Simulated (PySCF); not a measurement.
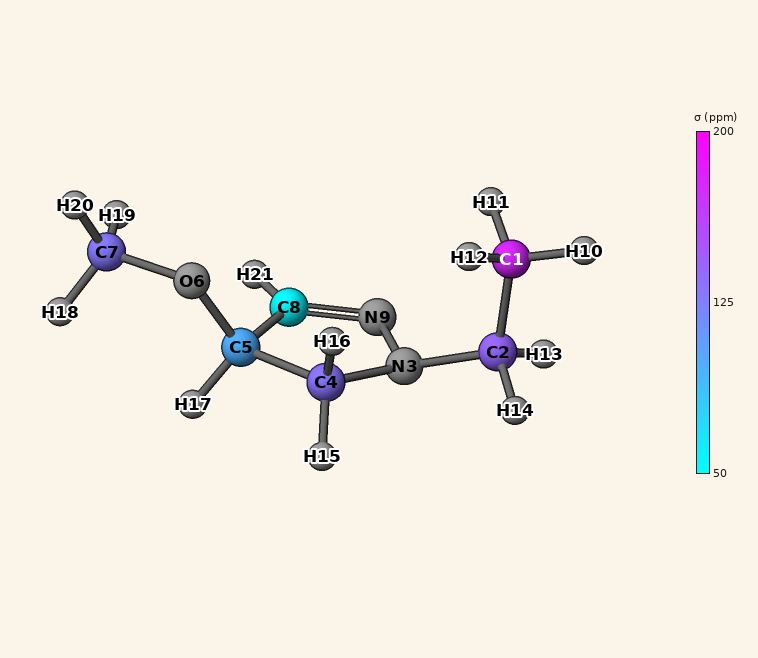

Atoms are coloured by their isotropic NMR shieldings (C only, the others grey). Computed geometry: GFN2-xTB optimisation. No frequency run is at hand to confirm it as a minimum. Level of theory: GIAO PBE0/pcSseg-1 NMR shielding, non-relativistic, gas phase (PySCF 2.14.0).

Which C atom is the most shielded (lowest chemical shift)?

C1 (175.9 ppm).

Which C atom is the least shielded (highest chemical shift)?

C8 (54.8 ppm).

How wide is the range of C shifts?

121.1 ppm.

Give the isotropic NMR shieldings of the C atoms atom by atom.

```tsv
atom	σ (ppm)
C1	175.9
C2	138.6
C4	131.6
C5	97.1
C7	129.0
C8	54.8
```
